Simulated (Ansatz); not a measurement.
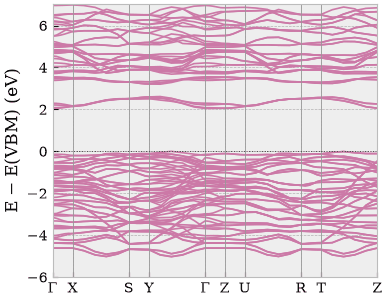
Figure: Band structure from PBEsol in the plane-wave PAW code Ansatz

The gap is 2.04 eV; an edge lies off the plotted path or next to a special point (maximum off the standard path, minimum at Γ).

Which of these materials gives this?
A. ZnGaNO, Pmc2_1 (Zn on 2b, Ga on 2a, N on 2a, O on 2b)
B. V2O5, Pnma (Pearson symbol oP28)
C. WO3, Pnma (W on 4c, O on 4c, O on 4c, O on 4c)
D. MnO2, Pnma (Mn on 4c, O on 4c, O on 4c)

B, V2O5, Pnma (Pearson symbol oP28)

The workflow started from a Materials Project entry (that database holds measured and hypothetical structures alike); the Crystallography Open Database copy checked does not list it. COD files the formula under space group No. 31, 59. Its standing as an ambient phase is unchecked. The cell was relaxed with PBEsol under the symmetry of its start; whether a distortion lowers the energy is not shown. No spin polarisation was allowed. No Hubbard U is applied.

Potentials: the later of the program's two PAW sets.
